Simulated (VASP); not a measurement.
Band structure of MgZn3S4 (space group P-43m). All values below come from PBEsol GGA, VASP's PBE PAW potentials (set 64) (plane waves; VASP 6.6.1).

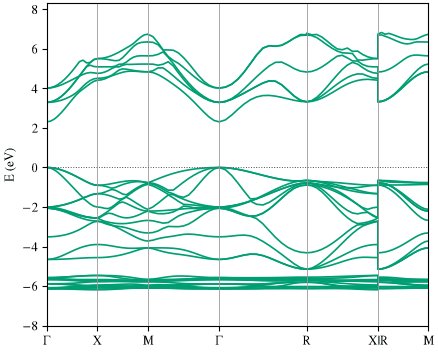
Fig. 1. Bands along high-symmetry lines, zero at the valence-band maximum or, without a gap, the Fermi level

Q: Read the plot: is there a gap, and where are the band edges?

A: The gap is direct, 2.31 eV, from the valence maximum at Γ to the conduction minimum at Γ. (Edges off the drawn lines would not show.)

The structure comes from a computed database's MgZn3S4 entry (P-43m); how it stands against other phases isn't given here. It was relaxed first.
